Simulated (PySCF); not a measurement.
C2F4, SMILES `FC(F)=C(F)F`.

Method: B3LYP/def2-SVPD; geometry: GFN2-xTB; program: PySCF. No frequency check shows the geometry to be a minimum.

Cartesian coordinates (Å):

```
F1      -1.4006   -1.0958    0.0000
C2      -0.6644   -0.0004    0.0000
F3      -1.4006    1.0961    0.0000
C4       0.6644   -0.0004    0.0000
F5       1.4006    1.0961    0.0000
F6       1.4006   -1.0958    0.0000
```

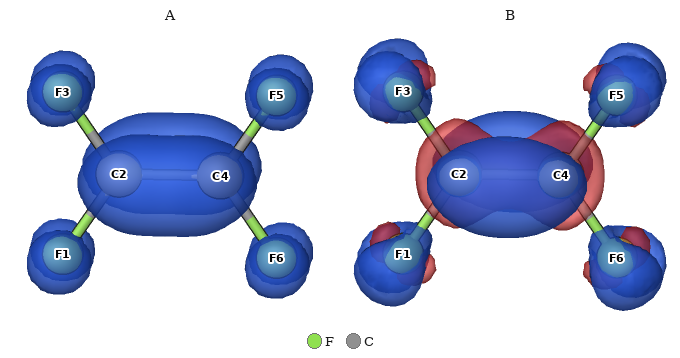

The Fukui function f⁻ from two separate SCF calculations and the density of the HOMO, at ±0.04 e/Å³ (blue positive, red negative).

Which panel is which, and how good is the frozen-orbital picture?

Answer. B is f⁻ (it has negative regions), A the HOMO density. The HOMO lies on C2 and C4 (30 % each) and F1, F3, F5 and F6 (10 % each); f⁻ (Hirshfeld-condensed) is largest on C2 and C4 (0.21 each) and F1, F3, F5 and F6 (0.15 each); the vertical ionisation energy is 10.58 eV (the stability of the cation's solution wasn't checked). Relaxation shifts 19 % of the electron between atoms. The orbital energy is −7.68 eV.
